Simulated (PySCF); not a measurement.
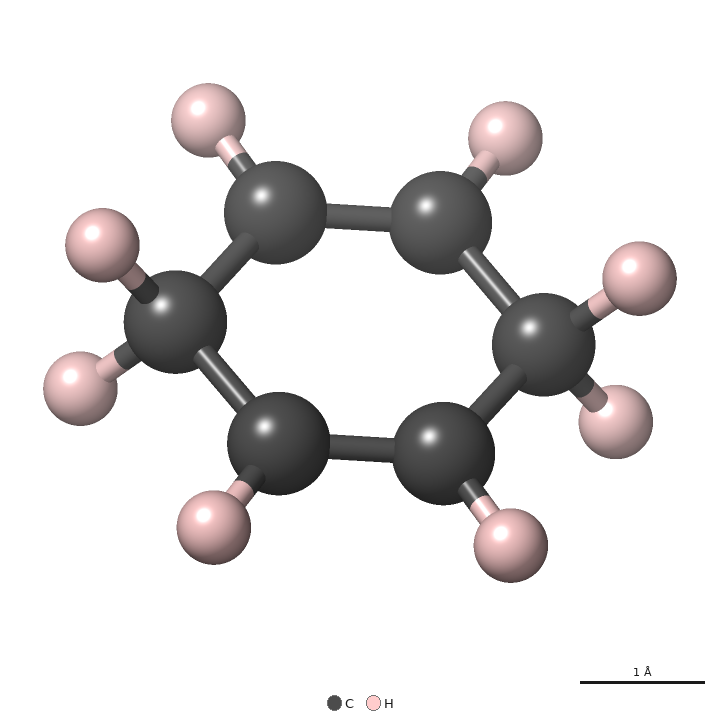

Rendered structure (ball-and-stick style).

Give the formula.

C6H8, 14 atoms: 6 carbon and 8 hydrogen.

Write the SMILES.

C1=CCC=CC1

Count the bonded pairs by element.

8 C–H, 6 C–C.

Describe its rings.

Independent rings (smallest set): 1 of 6 members.

Name functional groups in it.

Among them: alkene.

The parts below concern this one geometry. Atoms keep their numbers from picture to picture. Computed geometry: PBE0-D3(BJ)/def2-SVP optimisation. No frequency run is at hand to confirm it as a minimum.

**Symmetry**

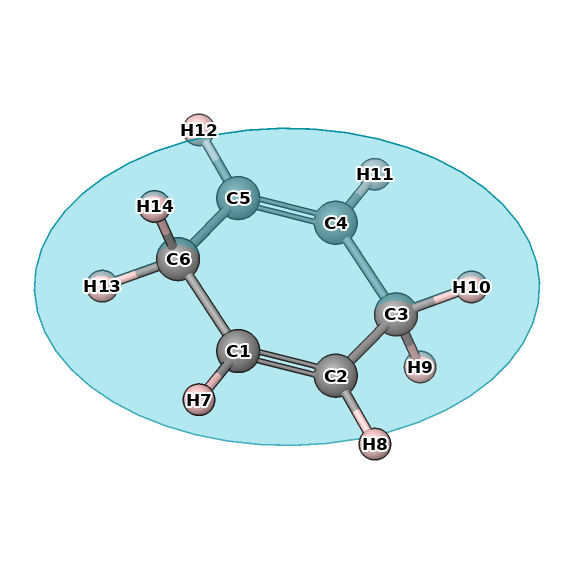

A disc through the centre of mass is drawn in. Atoms fade into the background with distance from the viewer. No frequency run is at hand to confirm it as a minimum.

Is the plane of the disc a mirror plane of the structure?

Yes. The reflection leaves C3, C6, H9, H10, H13, H14 in place and moves C1 ↔ C5; C2 ↔ C4; H7 ↔ H12; H8 ↔ H11. The point group is D2h.

**NMR shielding**

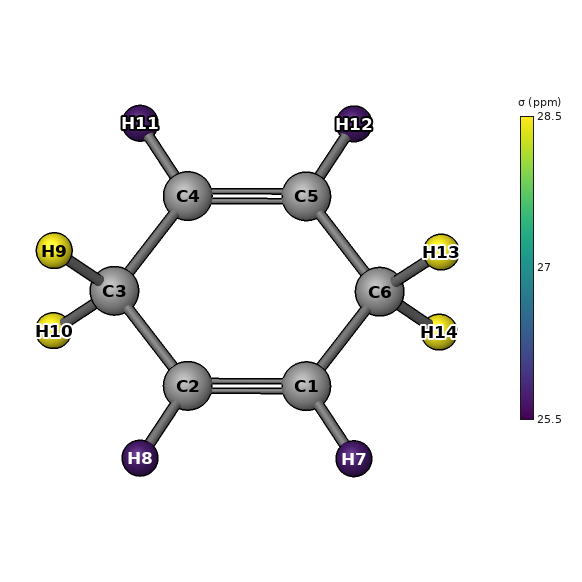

Atoms are coloured by their isotropic NMR shieldings (H only, the others grey). No frequency run is at hand to confirm it as a minimum. Method: GIAO BLYP/pcSseg-1 NMR shielding, non-relativistic, gas phase (PySCF 2.14.0).

List the isotropic NMR shieldings of the H atoms.

| atom | σ (ppm) |
| --- | --- |
| H7 | 25.71 |
| H8 | 25.71 |
| H9 | 28.44 |
| H10 | 28.44 |
| H11 | 25.71 |
| H12 | 25.71 |
| H13 | 28.45 |
| H14 | 28.44 |

**Ring current**

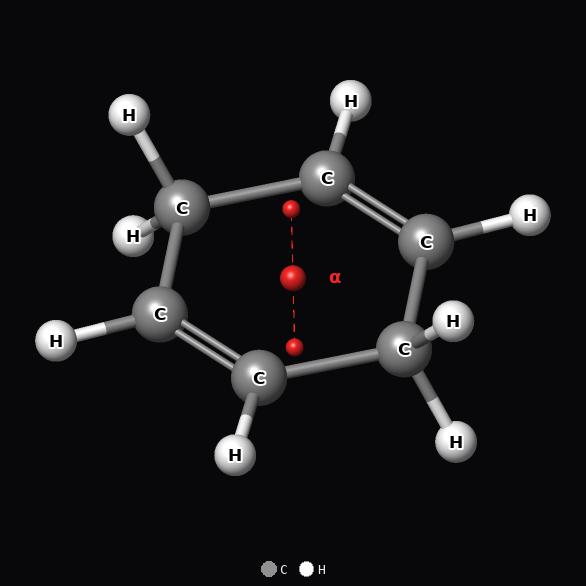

The small points mark where nucleus-independent chemical shifts (NICS) were computed: at the centre of each lettered ring and 1 Å above and below it. No frequency run is at hand to confirm it as a minimum. Properties computed with GIAO OPBE/pcSseg-1 NMR shielding, non-relativistic, gas phase (PySCF 2.14.0).

Give NICS(0), NICS(1) and the out-of-plane component NICS(1)zz for each ring (means of the two sides).

```
ring  members  NICS(0)  NICS(1)  NICS(1)zz
   α       C6      2.8     −0.1        3.9
```

Values in ppm.

What do the values say about the ring currents?

Ring α: weak, as in a non-aromatic ring. NICS is one index among several.

**Levels of theory compared**

No frequency run is at hand to confirm it as a minimum. Program: PySCF 2.14.0.

Tabulate HOMO–LUMO gap (eV), HOMO energy (eV) at these levels: BLYP/pcSseg-1; BP86/pcSseg-1; LDA/pcSseg-1; OPBE/pcSseg-1; PBE/pcSseg-1.

| level | HOMO–LUMO gap (eV) | HOMO energy (eV) |
| --- | --- | --- |
| BLYP/pcSseg-1 | 4.87 | −5.39 |
| BP86/pcSseg-1 | 4.86 | −5.64 |
| LDA/pcSseg-1 | 4.71 | −5.64 |
| OPBE/pcSseg-1 | 4.93 | −5.50 |
| PBE/pcSseg-1 | 4.85 | −5.53 |
